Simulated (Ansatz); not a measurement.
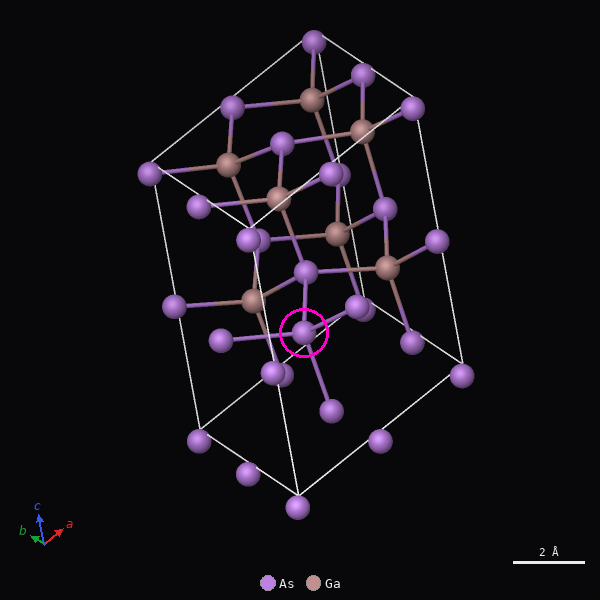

An orthographic ball-and-stick view of the structure, slightly off an axis. One supercell is framed, with atoms on its boundary repeated. The host is GaAs, in a cell of 16 sites, and the cell carries a charge of +1. A ring marks the defect's site.

Question: What defect is present?

Answer: Arsenic on a gallium site (an antisite). It is bonded to four As in a tetrahedral arrangement at about 2.5 Å.

Theory: DFT LDA, scalar-relativistic, plane waves, PAW (Ansatz). Numerical settings: a 420 eV plane-wave basis, a 3×3×3 k-point mesh, Gaussian smearing of 0.02 eV, collinear spins.

Question: Is there a net moment in the defective cell?

Answer: No net moment.

The atoms were relaxed in the host's cell with DFT LDA, scalar-relativistic, plane waves, PAW in Ansatz.
